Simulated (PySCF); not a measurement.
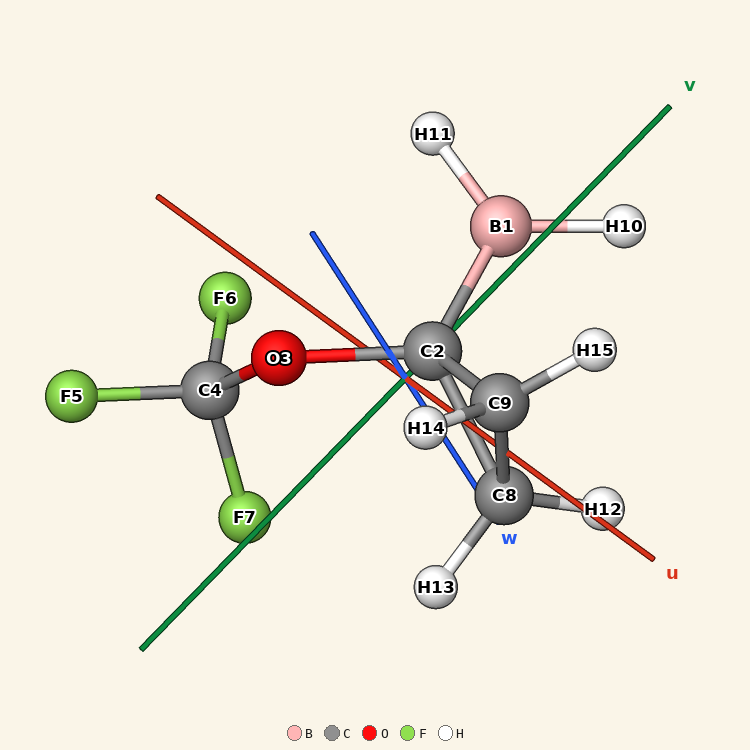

The lines u, v and w are the principal axes of the static dipole polarisability. Computed geometry: GFN2-xTB optimisation. No frequency run is at hand to confirm it as a minimum. Computed with PBE0/def2-SVPD (PySCF 2.14.0).

**Along which axis is the molecule most polarisable, and along which least?**

Most along u, least along w.

**Give the three principal values.**

u 72.0, v 68.0, w 57.5 bohr³; mean 65.8, anisotropy 13.0 bohr³.

The geometry is semi-empirical. Around B such bond lengths and angles can be off by a tenth of an ångström or more and by several degrees, and values that hang on the shape move with them.
